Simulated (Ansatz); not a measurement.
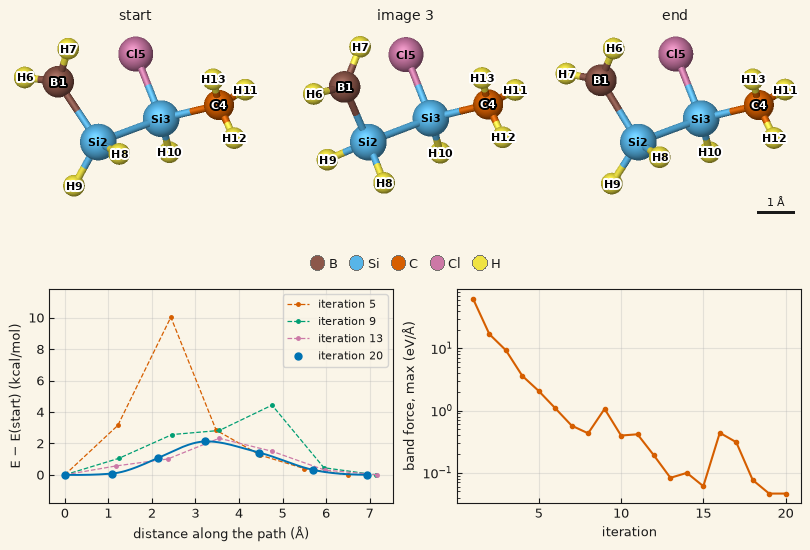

A nudged-elastic-band calculation for CH₈BClSi₂. Images are numbered from 0 (start) to 6 (end). The plot follows the band through its iterations. Style: ball-and-stick. Shown at a tilt.

Level of theory: RKS BHLYP-D4/def2-SVP (Ansatz). Set-up: 5 movable images; climbing image; force threshold 0.05 eV/Å; iteration limit 60; starting path through a guess of the saddle point.

Judge this run.

Answer. The result is final at these settings. The band converged in 20 iterations. The largest component of the band force went from 63 to 0.046 eV/Å. The climbing image converged on the top of the path. Its vibrational analysis gives one imaginary mode (150i cm⁻¹), as a transition state must have. The first iteration put the highest image at 287.98 kcal/mol. The two ends have the same energy, and the highest point, image 3, lies 2.13 kcal/mol above the start.

Cost: 7.2 min on 2 threads of Arm Neoverse V1, with other jobs on the host, peak memory 0.3 GiB.
